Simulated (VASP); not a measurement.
Band structure of BAs (space group F-43m). Level of theory: PBEsol GGA, VASP's PBE PAW potentials (set 64) (plane waves; VASP 6.6.1).

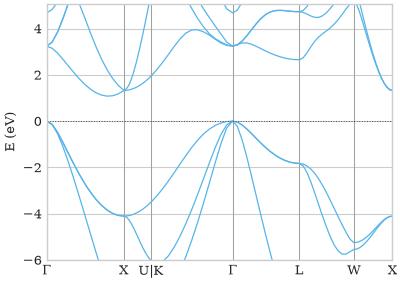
Figure. Bands along high-symmetry lines, zero at the valence-band maximum or, without a gap, the Fermi level

Task: Read the plot: is there a gap, and where are the band edges?

Result: The gap is indirect, 1.08 eV, from the valence maximum at Γ to the conduction minimum at Γ-X at 0.79. (Edges off the drawn lines would not show.)

The structure comes from a computed database's BAs entry (F-43m); how it stands against other phases isn't given here. It was relaxed first.
